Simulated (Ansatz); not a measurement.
## Run report: CH8OSSi, nudged elastic band (part 2 of 2)

Continued. System: CH8OSSi. Method: RKS LDA/def2-SVP (Ansatz 0.2.0). It belongs to a series of runs on one base structure; here: band between the two ends.

Geometry of the input (Å):
```
Si -0.5195  0.9286  0.8191
O  -0.2098  0.0480  -0.5836
C  -1.0230  -1.0414  -0.9128
H  -1.9717  1.3428  0.7548
H  0.3727  2.1301  0.7894
H  -0.3071  0.0955  2.0547
H  1.6050  -0.2740  -0.2834
S  2.7587  -0.1927  0.4777
H  -2.1063  -0.7654  -0.9139
H  -0.7610  -1.3972  -1.9327
H  -0.8901  -1.8982  -0.2071
H  3.0522  1.0239  -0.0622
```

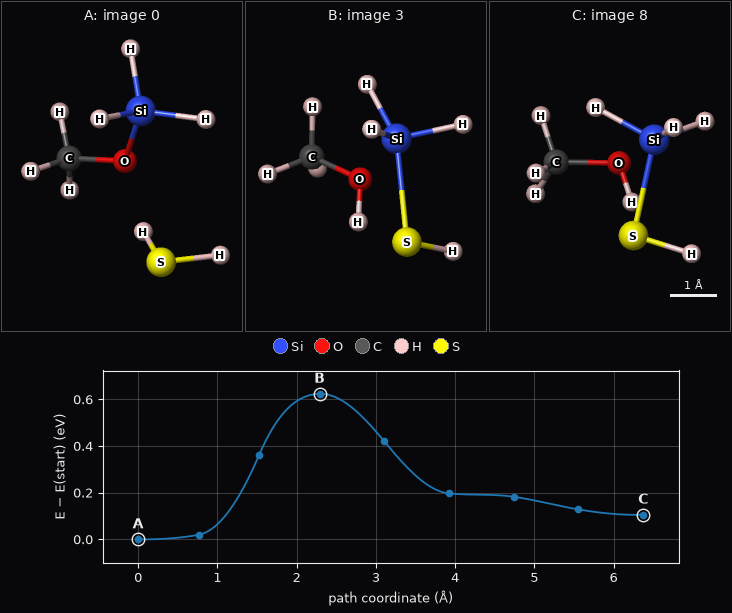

Images of the last band (counted from 0; ball-and-stick, seen at a tilt) above the energy along the path; the line is a cubic interpolation that uses the forces. The highest image is number 3, 0.624 eV above the start and 0.519 eV above the end (the climbing image); the end lies 0.106 eV above the start. The path is 6.37 Å long. The band converged in 24 iterations.

```
Total energy: -21823.31236016 eV, -801.9919368633 hartree
Atom 0 at     0.014991     0.932305     0.996684 Å, force     0.002506    -0.002226    -0.007758 eV/Å
Atom 1 at     0.095037    -0.280776    -0.614217 Å, force     0.033671    -0.027142     0.006633 eV/Å
Atom 2 at    -0.958911    -1.086528    -1.079736 Å, force    -0.024762    -0.000139    -0.008456 eV/Å
Atom 3 at    -1.476466     0.815605     0.644052 Å, force    -0.016005     0.003532     0.006018 eV/Å
Atom 4 at     0.305286     2.387443     0.733260 Å, force    -0.000242    -0.011062    -0.002739 eV/Å
Atom 5 at    -0.050975     0.617661     2.476865 Å, force     0.001640     0.005091    -0.003304 eV/Å
Atom 6 at     1.007281    -0.696588    -0.401700 Å, force    -0.014571     0.027664     0.001592 eV/Å
Atom 7 at     2.230866     0.192568     0.942479 Å, force     0.006378    -0.005485    -0.000033 eV/Å
Atom 8 at    -1.900711    -0.589750    -0.750267 Å, force     0.002054    -0.000541     0.001038 eV/Å
Atom 9 at    -0.948671    -1.150874    -2.188957 Å, force     0.004703     0.005657     0.005160 eV/Å
Atom 10 at    -0.925914    -2.107742    -0.640432 Å, force     0.004586     0.002773    -0.000188 eV/Å
Atom 11 at     2.608089     0.966678    -0.118031 Å, force     0.000043     0.001880     0.002036 eV/Å
Dipole moment:    -0.243611    -0.368809    -0.575449 e Å
this run last wrote the band of iteration 24 to [file]
```

The last band as extended XYZ (Å, eV, eV/Å):
```
12
Properties=species:S:1:pos:R:3:forces:R:3 image=0 energy=-21823.93664
Si   -0.5195    0.9286    0.8191    0.0099  -0.0045  -0.0275
O    -0.2098    0.0480   -0.5836   -0.0020   0.0154   0.0246
C    -1.0230   -1.0414   -0.9128   -0.0041  -0.0152  -0.0160
H    -1.9717    1.3428    0.7548    0.0086   0.0043   0.0060
H     0.3727    2.1301    0.7894   -0.0020  -0.0032  -0.0020
H    -0.3071    0.0955    2.0547   -0.0007  -0.0033   0.0104
H     1.6050   -0.2740   -0.2834    0.0042   0.0063   0.0198
S     2.7587   -0.1927    0.4777   -0.0210   0.0056  -0.0181
H    -2.1063   -0.7654   -0.9139    0.0065  -0.0078  -0.0054
H    -0.7610   -1.3972   -1.9327   -0.0042   0.0053   0.0024
H    -0.8901   -1.8982   -0.2071   -0.0004   0.0013   0.0031
H     3.0522    1.0239   -0.0622    0.0053  -0.0041   0.0028
12
Properties=species:S:1:pos:R:3:forces:R:3 image=1 energy=-21823.91677
Si   -0.4397    0.9046    0.8282   -0.0246   0.0019   0.0010
O    -0.1185   -0.1389   -0.4561   -0.0181   0.0107  -0.0026
C    -1.0511   -1.0460   -0.9665   -0.0035   0.0010   0.0038
H    -1.9238    1.1737    0.7228   -0.0233   0.0221   0.0055
H     0.3277    2.1749    0.6202    0.0004  -0.0111  -0.0008
H    -0.1489    0.3079    2.1778   -0.0126  -0.0188  -0.0140
H     1.6358   -0.4373   -0.0731    0.0292   0.0119   0.0046
S     2.7384   -0.0466    0.6694    0.0376  -0.0106  -0.0092
H    -2.0995   -0.6922   -0.8145   -0.0109  -0.0077  -0.0063
H    -0.8877   -1.1694   -2.0600    0.0018  -0.0064   0.0052
H    -0.9571   -2.0511   -0.4906   -0.0003   0.0043   0.0113
H     2.9243    1.0204   -0.1579    0.0244   0.0028   0.0015
12
Properties=species:S:1:pos:R:3:forces:R:3 image=2 energy=-21823.57402
Si   -0.2056    0.8901    0.8694   -0.2561  -0.1028  -0.1761
O     0.0089   -0.2453   -0.4604   -0.1290   0.0474   0.1765
C    -1.0005   -1.0521   -1.0108   -0.0056   0.0836   0.0847
H    -1.6996    0.9506    0.6640   -0.2733   0.1559   0.0305
H     0.3209    2.2780    0.6237    0.0227  -0.1160  -0.0974
H    -0.0425    0.4983    2.3167   -0.0065  -0.1620  -0.1523
H     1.3761   -0.5313   -0.1293    0.4390   0.1660   0.2856
S     2.4000    0.0412    0.7751    0.2115  -0.1523  -0.1574
H    -1.9970   -0.6285   -0.7573   -0.1175  -0.0335  -0.0210
H    -0.9038   -1.0985   -2.1192    0.0483   0.0775   0.0599
H    -0.9418   -2.0911   -0.6113   -0.0247   0.0174   0.0099
H     2.6849    0.9884   -0.1606    0.0912   0.0188  -0.0431
12
Properties=species:S:1:pos:R:3:forces:R:3 image=3 energy=-21823.31233
Si    0.0150    0.9323    0.9967    0.0025  -0.0022  -0.0078
O     0.0950   -0.2808   -0.6142    0.0337  -0.0271   0.0066
C    -0.9589   -1.0865   -1.0797   -0.0248  -0.0001  -0.0085
H    -1.4765    0.8156    0.6441   -0.0160   0.0035   0.0060
H     0.3053    2.3874    0.7333   -0.0002  -0.0111  -0.0027
H    -0.0510    0.6177    2.4769    0.0016   0.0051  -0.0033
H     1.0073   -0.6966   -0.4017   -0.0146   0.0277   0.0016
S     2.2309    0.1926    0.9425    0.0064  -0.0055   0.0000
H    -1.9007   -0.5897   -0.7503    0.0021  -0.0005   0.0010
H    -0.9487   -1.1509   -2.1890    0.0047   0.0057   0.0052
H    -0.9259   -2.1077   -0.6404    0.0046   0.0028  -0.0002
H     2.6081    0.9667   -0.1180    0.0000   0.0019   0.0020
12
Properties=species:S:1:pos:R:3:forces:R:3 image=4 energy=-21823.51610
Si    0.0888    1.0244    1.2102    0.0471   0.0361   0.1174
O     0.1862   -0.2565   -0.9932    0.0663   0.0016  -0.1963
C    -0.9253   -1.0726   -1.1857    0.0206   0.0168  -0.0465
H    -1.2608    0.5242    0.7348    0.1345  -0.1457   0.0484
H     0.2427    2.4496    0.7661   -0.0265   0.0353   0.0050
H    -0.0273    0.9236    2.7079    0.0042   0.1813   0.1236
H     0.9189   -0.7194   -0.5109   -0.0702  -0.0110  -0.0656
S     2.1151    0.1597    1.0612   -0.0849  -0.0087   0.0574
H    -1.8335   -0.5760   -0.7535    0.0418   0.0080  -0.0053
H    -1.1054   -1.2366   -2.2710   -0.0900  -0.0577  -0.0478
H    -0.8433   -2.0676   -0.6891    0.0394   0.0206  -0.0162
H     2.4438    0.8471   -0.0770   -0.0824  -0.0766   0.0258
12
Properties=species:S:1:pos:R:3:forces:R:3 image=5 energy=-21823.73929
Si    0.1294    1.0895    1.3753    0.0071   0.0130   0.0188
O     0.2364   -0.2925   -1.2083   -0.0113  -0.0288  -0.0124
C    -0.9156   -1.0735   -1.2935    0.0388   0.0446   0.0214
H    -1.0539    0.2504    0.9760    0.0142  -0.0236   0.0199
H     0.1535    2.3885    0.6259   -0.0059  -0.0040  -0.0161
H     0.0135    1.3516    2.8520   -0.0027   0.0462   0.0161
H     0.8311   -0.6619   -0.5131   -0.0098   0.0009  -0.0065
S     2.0585    0.1106    1.1730    0.0015  -0.0038   0.0104
H    -1.7649   -0.6288   -0.7093   -0.0043  -0.0207  -0.0008
H    -1.2434   -1.1533   -2.3539   -0.0190   0.0117  -0.0103
H    -0.7733   -2.1107   -0.9090    0.0019  -0.0206  -0.0439
H     2.3287    0.7302   -0.0151   -0.0104  -0.0150   0.0034
12
Properties=species:S:1:pos:R:3:forces:R:3 image=6 energy=-21823.75367
Si    0.1234    0.9986    1.3579    0.0058  -0.0014   0.0037
O     0.0986   -0.0964   -1.1936   -0.0228   0.0084  -0.0112
C    -0.9416   -1.0210   -1.2832    0.0160   0.0176  -0.0012
H    -1.0517    0.0793    1.1785    0.0011  -0.0077   0.0094
H     0.1004    2.1937    0.4543   -0.0031  -0.0146  -0.0083
H     0.0953    1.4760    2.7887    0.0018   0.0106  -0.0056
H     0.8639   -0.5110   -0.7263    0.0026   0.0086  -0.0046
S     2.0080   -0.0819    1.1301   -0.0086  -0.0271  -0.0100
H    -1.8950   -0.5545   -0.9365   -0.0155  -0.0039  -0.0076
H    -1.1043   -1.3678   -2.3325    0.0080  -0.0084   0.0018
H    -0.7808   -1.9280   -0.6531    0.0010   0.0037   0.0168
H     2.4837    0.8128    0.2158    0.0139   0.0143   0.0167
12
Properties=species:S:1:pos:R:3:forces:R:3 image=7 energy=-21823.80808
Si    0.1389    0.9818    1.3388    0.0041  -0.0051  -0.0046
O    -0.0891    0.0526   -1.2712   -0.0117   0.0127  -0.0078
C    -0.9622   -1.0309   -1.2729   -0.0003  -0.0012   0.0011
H    -1.0509    0.0707    1.2620   -0.0017  -0.0005   0.0066
H     0.0965    2.1588    0.4126   -0.0015  -0.0029  -0.0020
H     0.2318    1.4954    2.7551    0.0119   0.0014  -0.0002
H     0.7915   -0.2599   -0.9448   -0.0072   0.0198  -0.0149
S     1.8997   -0.2537    0.9747   -0.0126  -0.0118  -0.0121
H    -2.0029   -0.6544   -1.1496   -0.0091  -0.0089  -0.0132
H    -0.9330   -1.6134   -2.2273    0.0108  -0.0165   0.0059
H    -0.7763   -1.7501   -0.4347    0.0027   0.0123   0.0143
H     2.6561    0.8031    0.5572    0.0146   0.0007   0.0270
12
Properties=species:S:1:pos:R:3:forces:R:3 image=8 energy=-21823.83089
Si    0.1503    1.0051    1.3177   -0.0030   0.0233  -0.0004
O    -0.3010    0.1728   -1.3463   -0.0152  -0.0049  -0.0126
C    -0.9431   -1.0592   -1.2523    0.0141   0.0159  -0.0040
H    -1.1001    0.1782    1.2968    0.0070  -0.0001   0.0028
H     0.1067    2.2205    0.4389   -0.0056  -0.0057   0.0061
H     0.4016    1.4565    2.7367    0.0008  -0.0066  -0.0160
H     0.6554    0.0206   -1.1494   -0.0059  -0.0110   0.0215
S     1.7573   -0.3550    0.7790    0.0192  -0.0060   0.0065
H    -2.0414   -0.8870   -1.2807    0.0067  -0.0048   0.0015
H    -0.6938   -1.7550   -2.0921   -0.0025   0.0069   0.0053
H    -0.7216   -1.5998   -0.2932   -0.0016   0.0001  -0.0076
H     2.7296    0.6021    0.8448   -0.0141  -0.0070  -0.0031
```

Key numbers:

| quantity | value |
| --- | --- |
| outcome | converged |
| barrier, forward | 0.624 eV |
| barrier, backward | 0.519 eV |
| wall time | 72 s (CPU time 2.3 min) |
| peak memory | 0.16 GiB |

Notes:

The order of the saddle point was not checked.
